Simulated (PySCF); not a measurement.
## Electronic structure of C4H9FOSi in real space

The calculation's input:

```
{"job": {"kind": "nmr", "xc": "PBE0", "basis": "pcSseg-1"}, "charge": 0, "multiplicity": 1}
F      2.057984    -1.785936     0.103333
C      2.376599    -0.504284     0.492040
O      1.284760     0.156455     0.960754
C      0.302737     0.399581    -0.019527
C     -0.971652     1.058696     0.531926
C     -2.014023     0.503072    -0.471708
Si    -0.836608    -0.967307    -0.729417
H      2.817800    -0.006581    -0.395834
H      3.108438    -0.563051     1.312206
H      0.728363     1.015974    -0.838314
H     -0.930197     2.156397     0.629706
H     -1.152693     0.645113     1.537926
H     -2.082075     1.131422    -1.374195
H     -3.028185     0.354738    -0.077079
H     -0.600512    -1.528274    -2.095184
H     -1.079172    -2.068803     0.247019
```

Launched as:

```sh
OMP_NUM_THREADS=1 python probes_run.py task.json out
```

Geometry: PBE0-D3(BJ)/def2-SVP.

Level of theory: PBE0/pcSseg-1, SCF density, gas phase, non-relativistic (PySCF 2.14.0).

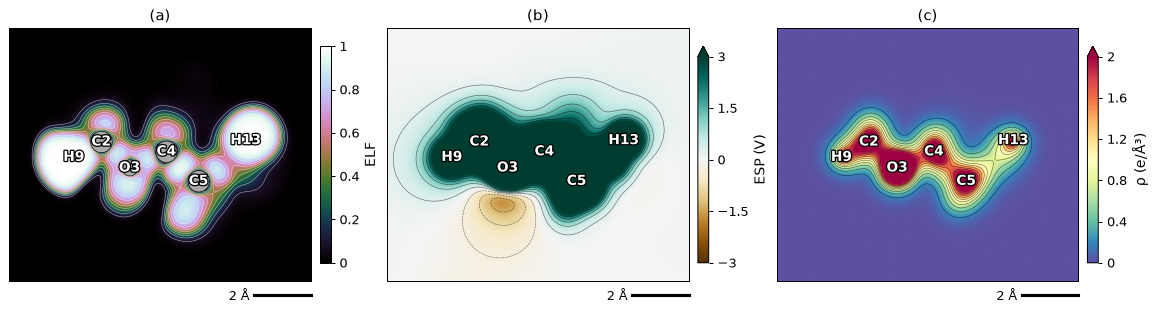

Figure 1. (a) electron localisation function; (b) electrostatic potential; (c) electron density on the plane of atoms O3, C4 and C5. Grey discs cover the atomic cores in the ELF map.

Q: Read the bonding off the picture.

A: The section cuts through C, O and H sites.
C–O (1.36 Å): ρ is about 2.3 e/Å³ halfway, with its minimum of 2 e/Å³ about 0.5 Å from C; the ELF peaks at about 0.90 between the atoms: a polar covalent bond.
C–C (1.54 Å): ρ is about 1.6 e/Å³ halfway; the ELF peaks at about 0.95 between the atoms; localised, covalent bonding.
C–H (1.10 Å): the density is about 2.1 e/Å³ at the midpoint; the ELF climbs to about 1 towards the hydrogen, as it does in any bond to H: a covalent bond by its length.
C–O (1.41 Å): ρ at the midpoint is about 2.1 e/Å³, with its minimum of 1.8 e/Å³ about 0.5 Å from C; the ELF peaks at about 0.90 between the atoms (a polar covalent bond).
The ELF also peaks beside O3, away from the bonds: lone-pair regions.
Outside the dense part of the molecule the potential is most negative (−1.6 V) near O3.

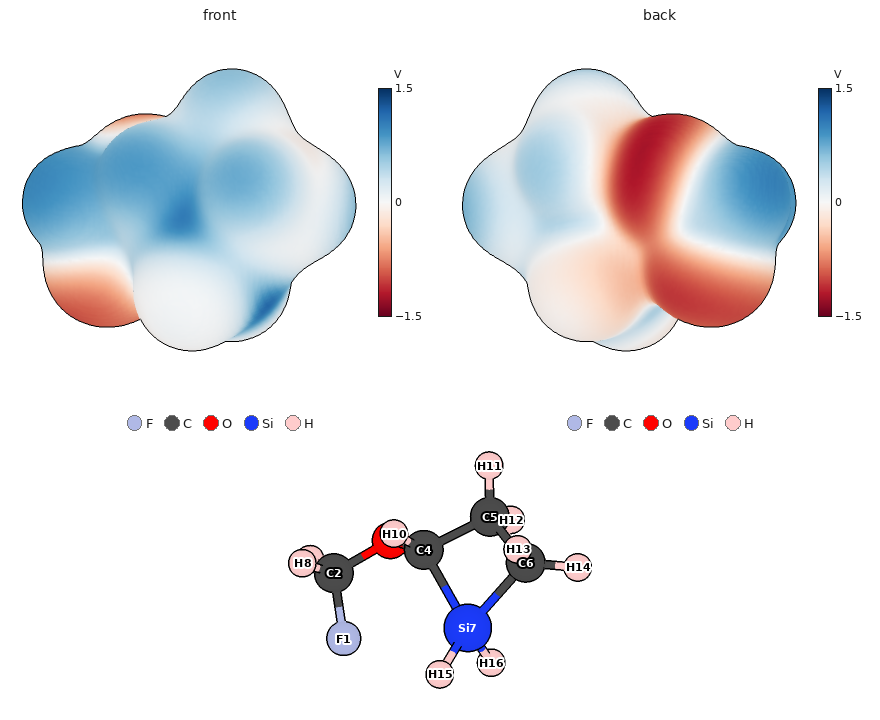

Figure 2. The electrostatic potential painted on the density surface at 0.002 e/bohr³, seen from the front and from behind; red is negative and blue positive. The bare structure is drawn below in the same view.

Q: Which sites attract a positive test charge, and which a negative one?

A: A positive charge is drawn to the negative regions and a negative charge to the positive ones. The most negative region (about −1.2 V) lies over O3, the most positive (about +1.1 V) over Si7. O3 is the likeliest acceptor of a hydrogen bond.
